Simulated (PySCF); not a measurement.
## Excited-state calculation of C$_{2}$H$_{10}$FNSi$_{3}$

System: C$_{2}$H$_{10}$FNSi$_{3}$.
Method: TDDFT wB97X-D/def2-SVPD, vertical, gas phase, core orbitals frozen in the response (PySCF 2.14.0).

The geometry comes from this level: GFN2-xTB.

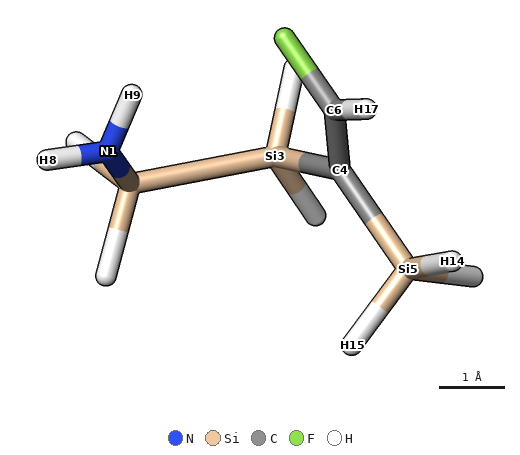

The input geometry (stick view, seen at a tilt; atoms are numbered from 1 in the order of the input).

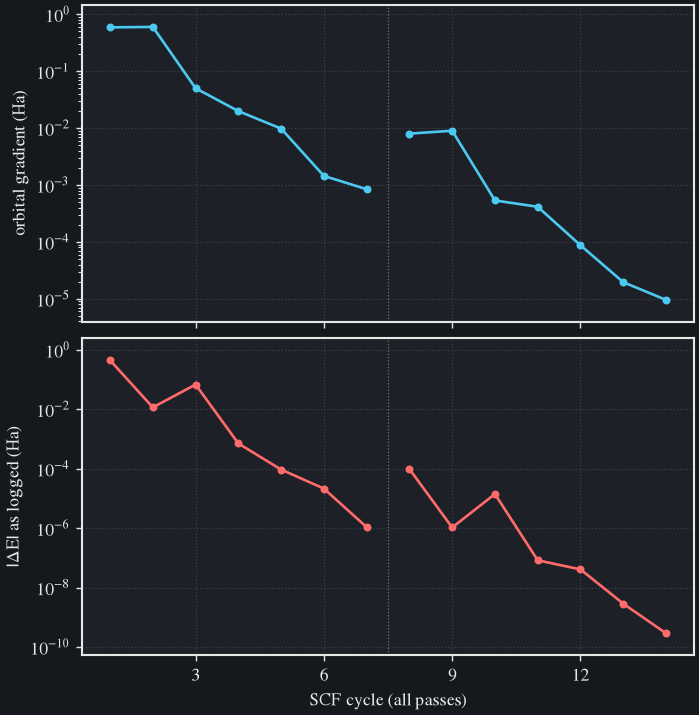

Convergence of the self-consistent field: orbital gradient and size of the energy change against the SCF cycle. The dotted line marks the change from a coarse to the final integration grid. The first 7 cycles use a coarse grid, the final grid takes over at cycle 8, and the field converges after 14 cycles in all.

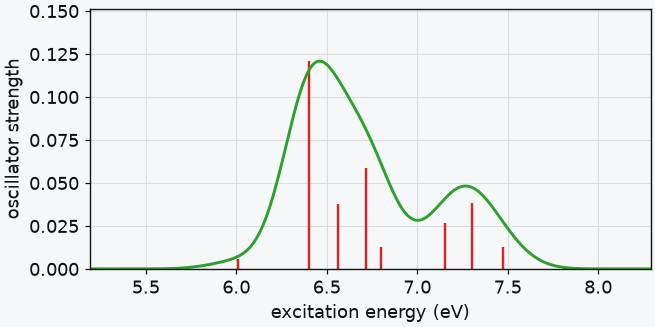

Computed excitations as sticks (degenerate states added up, dark ones marked on the axis), with a Gaussian envelope of 0.35 eV full width at half maximum, scaled to the tallest. Of the 8 states the lowest lies at 6.01 eV (f = 0.006); the strongest line is at 6.40 eV, or 194 nm (f = 0.121).

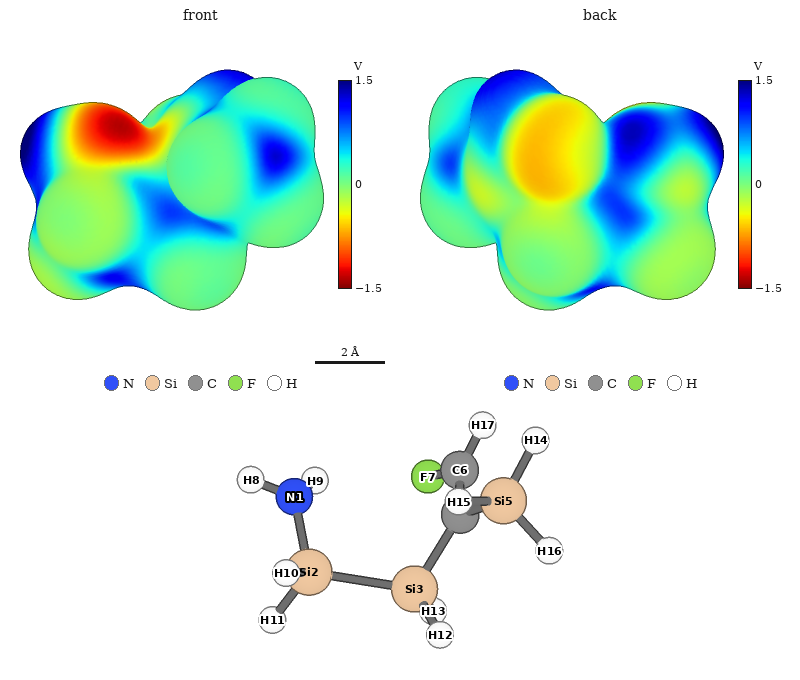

The electrostatic potential painted on the density surface at 0.002 e/bohr³, seen at a tilt and from behind; red is negative and blue positive. The bare structure is drawn below in the same view.

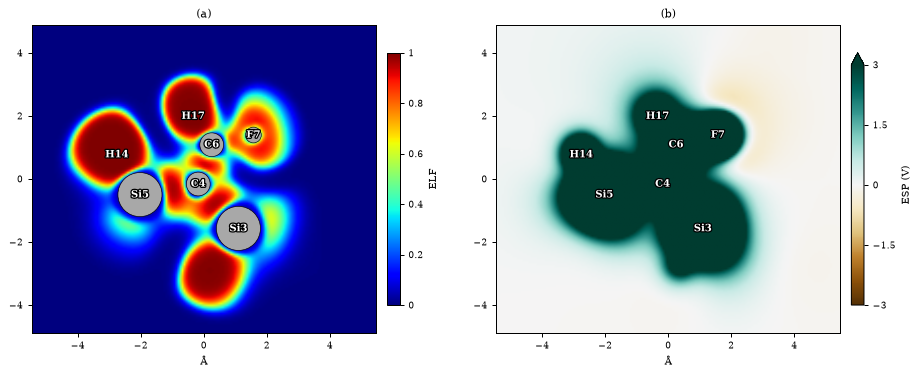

(a) electron localisation function; (b) electrostatic potential on the plane of atoms C4, Si5 and H14. Grey discs, where drawn, cover atomic cores. Atoms in the plane: Si, C, F and H. C–C (1.32 Å): the ELF peaks at about 0.95 between the atoms; a double or triple bond. C–F (1.36 Å): the ELF peaks at about 0.85 between the atoms, which marks a shared but strongly polarised pair. C–Si (1.88 Å): the ELF peaks at about 0.95 between the atoms (a covalent bond). C–H (1.08 Å): the ELF climbs to about 1 towards the hydrogen, as it does in any bond to H; a covalent bond by its length.

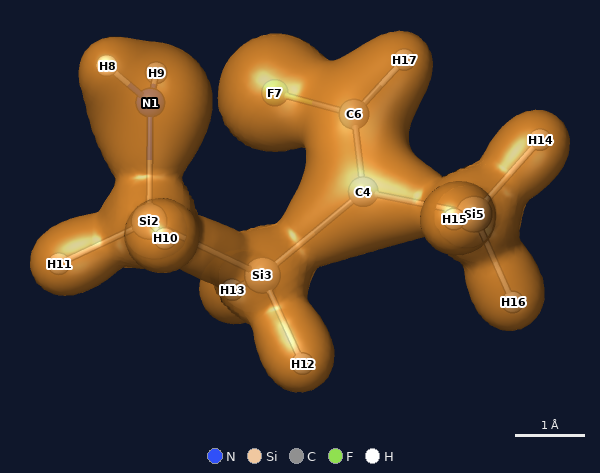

Isosurface of the total electron density at 0.5 e/Å³ (orange), seen at a tilt. At this value the surface is in one piece. On the grid the lowest density along these lines, outside the cores, is 2.3 e/Å³ (C–C, 1.32 Å), 1.6 e/Å³ (C–F, 1.36 Å), 0.91 e/Å³ (Si–N, 1.72 Å) and 0.76 e/Å³ (C–Si, 1.88 Å).

The input that produced these results follows, with the program's output.

The input
```
{"job": {"kind": "uv", "xc": "wB97X-D", "basis": "def2-SVPD", "nstates": 8, "ntriplets": 3}, "charge": 0, "multiplicity": 1}
N     -2.343400     0.331606     1.173524
Si    -2.102967    -0.870200    -0.037968
Si    -0.104681    -0.386277    -1.081755
C      1.126641     0.389901     0.139305
Si     2.545535    -0.598144     0.880375
C      0.950124     1.642159     0.517343
F     -0.074608     2.400373     0.043939
H     -3.155543     0.277576     1.767353
H     -2.149326     1.295249     0.953925
H     -2.128226    -2.125527     0.724105
H     -3.202932    -0.970604    -1.020655
H      0.578532    -1.575448    -1.615649
H     -0.214915     0.549848    -2.212024
H      3.346109     0.258459     1.759610
H      1.986858    -1.716188     1.644225
H      3.384661    -1.108508    -0.205174
H      1.551139     2.217755     1.209072
```

The first line tells a small driver script what to run in PySCF; the rest is the geometry in Å.

Command:
```bash
OMP_NUM_THREADS=1 python <driver script> task.json out
```

Log
```
coarse grid: 15392 points
cycle   1  E = -1104.5535911213  dE =  4.468e-01  |g| = 5.897e-01  |ddm| = 4.855e+00
cycle   2  E = -1104.5652111824  dE = -1.162e-02  |g| = 6.009e-01  |ddm| = 1.456e+00
cycle   3  E = -1104.6335611142  dE = -6.835e-02  |g| = 5.024e-02  |ddm| = 6.293e-01
cycle   4  E = -1104.6342703237  dE = -7.092e-04  |g| = 1.989e-02  |ddm| = 1.602e-01
cycle   5  E = -1104.6343641170  dE = -9.379e-05  |g| = 9.806e-03  |ddm| = 6.073e-02
cycle   6  E = -1104.6343855817  dE = -2.146e-05  |g| = 1.446e-03  |ddm| = 1.636e-02
cycle   7  E = -1104.6343866651  dE = -1.083e-06  |g| = 8.444e-04  |ddm| = 6.777e-03
final grid: 134512 points
cycle   8  E = -1104.7805068602  dE = -9.789e-05  |g| = 7.999e-03  |ddm| = 1.448e-01
cycle   9  E = -1104.7805058060  dE =  1.054e-06  |g| = 9.001e-03  |ddm| = 2.003e-02
cycle  10  E = -1104.7805199261  dE = -1.412e-05  |g| = 5.356e-04  |ddm| = 7.867e-03
cycle  11  E = -1104.7805200090  dE = -8.284e-08  |g| = 4.150e-04  |ddm| = 2.500e-03
cycle  12  E = -1104.7805200499  dE = -4.094e-08  |g| = 8.730e-05  |ddm| = 6.398e-04
cycle  13  E = -1104.7805200528  dE = -2.882e-09  |g| = 1.962e-05  |ddm| = 3.297e-04
cycle  14  E = -1104.7805200531  dE = -2.897e-10  |g| = 9.585e-06  |ddm| = 1.186e-04
converged SCF energy = -1104.7805200531

Static polarisability (au): isotropic 114.143, principal 100.548 114.058 127.825

Singlet excitations
state   eV       nm        f      main configurations
  1   6.0072    206.4   0.00551   H->L+1 0.61, H->L 0.31
  2   6.4006    193.7   0.12083   H-1->L 0.33, H->L 0.23, H-2->L 0.16
  3   6.5605    189.0   0.03771   H-1->L 0.49, H->L 0.28, H->L+1 0.12
  4   6.7191    184.5   0.05880   H-2->L 0.53, H-3->L 0.12, H-1->L 0.11
  5   6.7998    182.3   0.01257   H-1->L+1 0.81
  6   7.1510    173.4   0.02690   H->L+2 0.47, H->L+3 0.20, H-1->L+2 0.11
  7   7.3036    169.8   0.03817   H-1->L+2 0.64
  8   7.4726    165.9   0.01289   H-1->L+3 0.23, H->L+3 0.19, H-1->L+4 0.10

Triplet excitations (Tamm-Dancoff, eV): 4.2999 5.7245 6.0412
```

Summary

```json
{"quantity": "outcome", "value": "converged"}
{"quantity": "total energy", "value": "−1104.780520 hartree"}
{"quantity": "HOMO", "value": "−9.25 eV"}
{"quantity": "LUMO", "value": "1.02 eV"}
{"quantity": "dipole moment", "value": "0.95 D"}
{"quantity": "mean polarisability", "value": "114.14 a.u."}
{"quantity": "lowest singlet excitation", "value": "6.01 eV"}
{"quantity": "hardware", "value": "1 CPU thread, shared host"}
{"quantity": "wall time", "value": "1.9 min"}
{"quantity": "peak memory", "value": "1.1 GiB"}
```
